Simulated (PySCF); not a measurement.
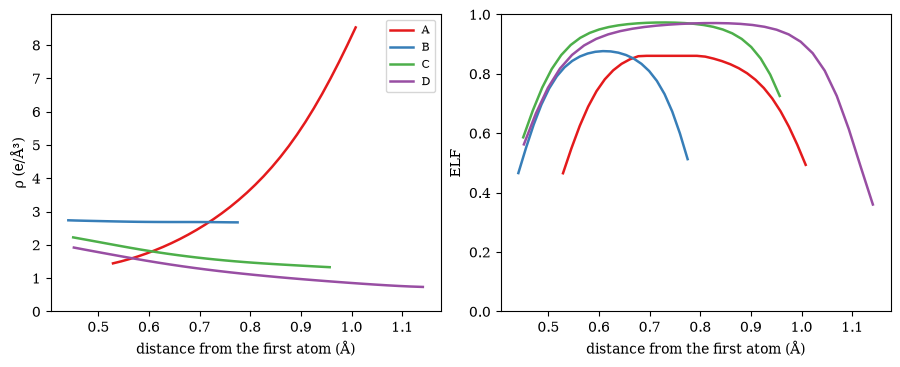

The picture shows: C₄H₆BFSi (SMILES C=C([SiH3])C#CBF). Electron density and electron localisation function along straight lines between neighbouring atoms. The curves leave out the atomic cores.

Geometry: GFN2-xTB.

Theory: PySCF, wB97X-D/def2-SVPD, SCF density, gas phase.

The calculation's input:

```
{"job": {"kind": "uv", "xc": "wB97X-D", "basis": "def2-SVPD", "nstates": 8, "ntriplets": 3}, "charge": 0, "multiplicity": 1}
C     -1.110847     1.828362     0.264503
C     -0.734621     0.566517     0.049892
Si    -1.950597    -0.832971    -0.371968
C      0.609793     0.171138     0.104037
C      1.749853    -0.249514     0.136678
B      3.160968    -0.756314     0.204614
F      3.826648    -1.003789    -0.910555
H     -2.146732     2.118114     0.213696
H     -0.401908     2.609793     0.491621
H     -3.301701    -0.283194    -0.247726
H     -1.687587    -1.276787    -1.741984
H     -1.739801    -1.932863     0.570810
H      3.722144    -0.958005     1.218656
```

Launched as:

```sh
OMP_NUM_THREADS=1 python probes_run.py task.json out
```

Which curve belongs to which contact (B–F, C–B, C–C and C–Si)? The first atom named is at distance zero.

Answer. Curve A: B–F (1.32 Å): the density is about 2.2 e/Å³ at the midpoint; the ELF peaks at about 0.85 between the atoms: a polar covalent bond. Curve B: C–C (1.22 Å): the density is about 2.7 e/Å³ at the midpoint; the ELF peaks at about 0.90 between the atoms: a short, multiple covalent bond. Curve C: C–B (1.50 Å): the density is about 1.5 e/Å³ at the midpoint; the ELF peaks at about 1 between the atoms: a covalent bond. Curve D: C–Si (1.90 Å): ρ at the midpoint is about 0.91 e/Å³; the ELF peaks at about 1 between the atoms: localised, covalent bonding.
